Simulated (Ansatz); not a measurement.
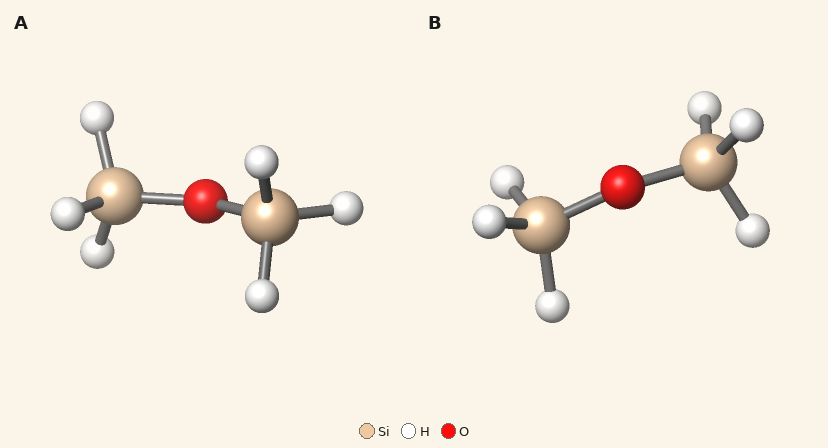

2 stationary structures of one formula. Geometries: PBE0-D4/def2-TZVP. Electronic energies: CCSD(T)/CBS (from def2-TZVPP and def2-QZVPP) (Ansatz 0.2.0), without zero-point energy.

Rank them by energy, lowest first.

Answer. B is lowest (a minimum); A lies 0.6 kJ/mol above it (a saddle point of order 1).
